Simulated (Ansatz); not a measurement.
CaPd3O4 (space group Pm-3n)

```
CELL_PARAMETERS angstrom
      5.72639     0.00000     0.00000
      0.00000     5.72639     0.00000
      0.00000     0.00000     5.72639
ATOMIC_POSITIONS crystal
  Ca 0.50000 0.50000 0.50000
  Ca 0.00000 0.00000 0.00000
  Pd 0.00000 0.50000 0.25000
  Pd 0.00000 0.50000 0.75000
  Pd 0.25000 0.00000 0.50000
  Pd 0.75000 0.00000 0.50000
  Pd 0.50000 0.25000 0.00000
  Pd 0.50000 0.75000 0.00000
  O  0.25000 0.25000 0.25000
  O  0.75000 0.75000 0.75000
  O  0.25000 0.75000 0.75000
  O  0.75000 0.25000 0.25000
  O  0.75000 0.75000 0.25000
  O  0.25000 0.25000 0.75000
  O  0.75000 0.25000 0.75000
  O  0.25000 0.75000 0.25000
```

The volume is varied about the relaxed value V₀ at fixed cell shape. Symmetry pins the atoms to their sites.

The numbers are results of PBEsol (plane waves to 420 eV, PAW, scalar-relativistic; Ansatz, an electronic-structure program), not measurements. k mesh 7×7×7 (Γ-centred), Fermi-Dirac smearing 0.05 eV. The energy includes the smearing's −TS. At this level the bands of CaPd3O4 touch or barely overlap. CaPd3O4 is run without spin polarisation and with no Hubbard U. CaPd3O4 was relaxed with its symmetry unable to fall. ΔE is measured from the relaxed starting cell.

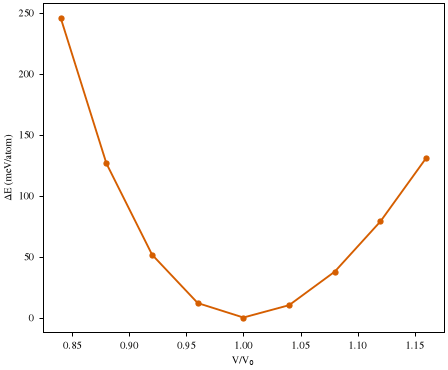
ΔE (meV/atom) against V/V₀; computed points joined by lines.

Q: What is ΔE at V/V₀ = 0.840?

A: About 250 meV/atom.

Q: What is ΔE at V/V₀ = 1.160?

A: About 130 meV/atom.

Q: What bulk modulus B₀ follows from a third-order Birch-Murnaghan fit?

A: About 190 GPa.

(A scan under strain: stresses follow from slopes of the energy per volume, elastic moduli from its curvatures.)
